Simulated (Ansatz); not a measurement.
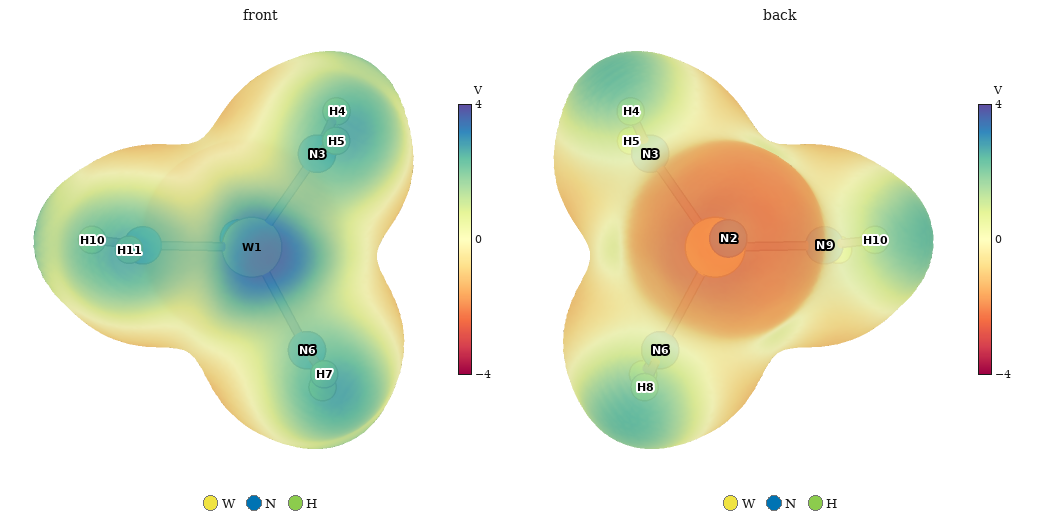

The picture shows: H₆N₄W (WN(NH2)3). The molecular electrostatic potential painted on the density surface at 0.004 e/bohr³, seen from the front and from behind; the colour scale runs from red (negative) to blue (positive).

Geometry: PBE0-D4/def2-SVP; core potentials replace the inner electrons of W.

Theory: Ansatz, RKS PBE0-D4/def2-TZVP.

```xyz
11

W     0.0032    0.0008    0.3081
N     0.0165    0.0083    1.9695
N     1.9020   -0.0257   -0.1746
H     2.6759   -0.0344    0.4809
H     2.2515   -0.0326   -1.1293
N    -0.9313    1.6601   -0.1537
H    -1.1159    1.9690   -1.1045
H    -1.2997    2.3328    0.5099
N    -0.9745   -1.6365   -0.1421
H    -1.3596   -2.2950    0.5264
H    -1.1681   -1.9468   -1.0907
```

Q: Which sites attract a positive test charge, and which a negative one?

A: A positive charge is drawn to the negative regions and a negative charge to the positive ones. The most negative region (about −2.2 V, or −51 kcal/mol for a unit charge) lies over N2, the most positive (about +3.4 V, or +78 kcal/mol for a unit charge) over W1. N2 is the likeliest acceptor of a hydrogen bond.
